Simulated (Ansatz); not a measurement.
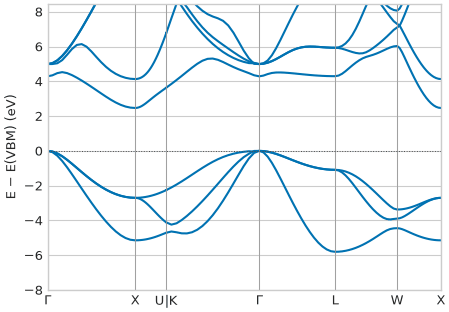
Figure: Band structure from DFT-PBEsol in the program Ansatz with PAW potentials

Problem. Read off the gap and where the band edges lie.

Solution. About 2.5 eV (2.47 eV by a search for the band edges); maximum at Γ, minimum at X.

Problem. Which of these materials gives this?
(A) SnC, zinc blende
(B) BeSe, zinc blende
(C) GaN, zinc blende
(D) CdTe, zinc blende

Solution. B, BeSe, zinc blende

Space group F-43m (zinc blende). The cell was relaxed with PBEsol under the symmetry of its start. Spin–orbit coupling is left out wherever it is not named.

Potentials: the earlier of the program's two PAW sets. The files were generated under PBE; for other functionals the program regenerates the frozen cores, and for LDA and PBEsol the local potential too.
